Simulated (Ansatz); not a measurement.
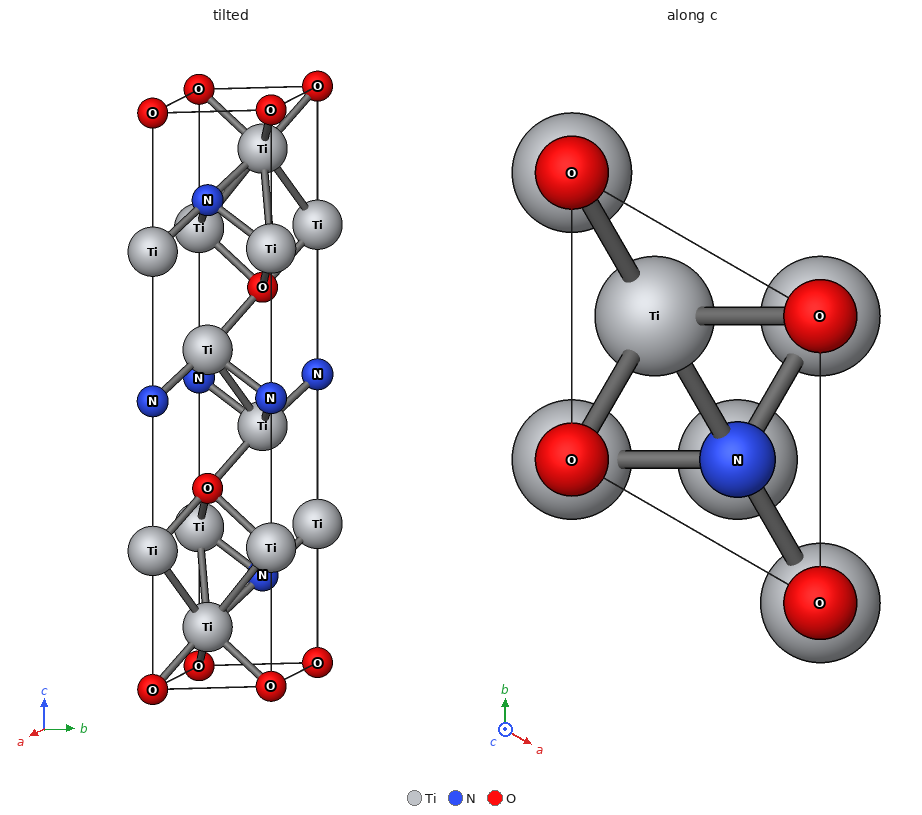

View slightly off an axis and along the c axis, drawn as a ball-and-stick model. The wireframe shows the conventional unit cell.

Ti₂NO, space group R-3m (No. 166), a = 3.020 Å, b = 3.020 Å, c = 14.936 Å, α = 90.00°, β = 90.00°, γ = 120.00°. Provenance: a structure type filled with these elements by a generator (whether the compound takes this form wasn't checked). Earlier steps of the study may have refined or changed the cell and positions. An electronic-structure calculation with Ansatz was run on it.

This one geometry was computed with Ansatz (DFT, plane waves, PAW) at three levels of theory: PBEsol, PBE and r2SCAN.

Question: Which level gives the highest pressure at this volume, and what does that say about its equilibrium volume?

Answer: Highest: PBE (0.0 GPa), which points to the largest equilibrium volume. Lowest, with the smallest volume: PBEsol (-8.5 GPa). Levels within 0.5 GPa of each other can't be told apart.

Question: How does the band gap change with the level of theory?

Answer: All levels give a metal.

Question: Collect the results in a table.

Answer:
| level | cutoff (eV) | k-mesh of the run's cell | gap (eV) | pressure (GPa) |
| --- | --- | --- | --- | --- |
| PBEsol | 420 | 18×18×18 | metal | -8.5 |
| PBE | 420 | 18×18×18 | metal | 0.0 |
| r2SCAN | 500 | 18×18×18 | metal | -3.7 |

Gaps are taken on the k-mesh or band path of each run.
